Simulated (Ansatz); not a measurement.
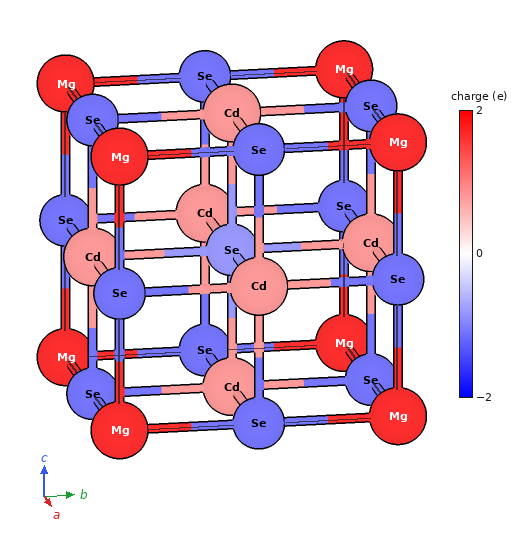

Drawn in the ball-and-stick manner and seen slightly off an axis. The simulation cell is outlined; an atom on or near a face, edge or corner is repeated at each equivalent position. The atoms of this MgCd$_{3}$Se$_{4}$ cell are coloured by their Bader charge.

Level of theory and settings: Ansatz 0.2.0, DFT PBE, scalar-relativistic, plane waves, PAW, wavefunction cutoff 420 eV, an 8×8×8 sampling of the Brillouin zone, Gaussian smearing of 0.1 eV, no spin polarisation.

### Which way does the charge move?

Most positive: Mg; most negative: Se. Charges: about Mg +1.6 e; Cd +0.8 e; Se -1.1 to -0.8 e.

It derives from a structure type filled with these elements by a generator (whether the compound takes this form wasn't checked). Earlier steps of the study may have refined or changed the cell and positions. A calculation with Ansatz used it as input.
